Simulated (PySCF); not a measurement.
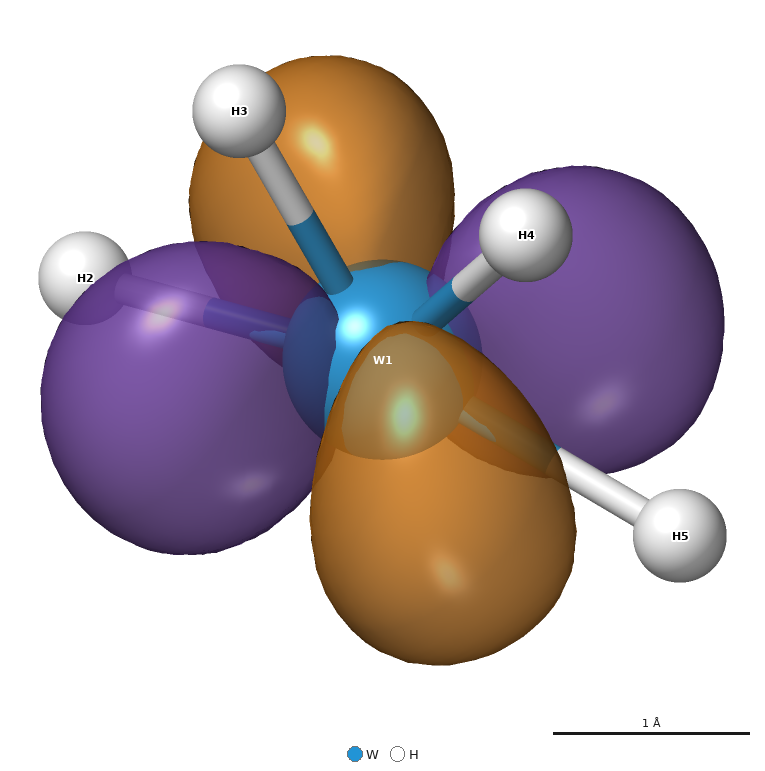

H4W (W(H)4) (triplet). The LUMO (β) at ±0.15 Å⁻³ᐟ² (orange and purple are the two phases), seen at an oblique angle.

Core potentials replace the inner electrons of W.

All numbers below come from PySCF, UKS PBE0, W def2-SVP with ECP60, H def2-SVP; non-relativistic Hamiltonian with scalar-relativistic core potentials where named; density fitting.

```xyz
5

W     0.1761   -0.1761    0.0000
H     1.6797    0.8074    0.0000
H    -0.2496    1.4483    0.0000
H    -1.4483    0.2496    0.0000
H    -0.8074   -1.6797    0.0000
```

**Where does this orbital lie, and at what energy?**

Its weight (Hirshfeld) is mainly on W1 (about 90 %). Its energy is −3.36 eV.
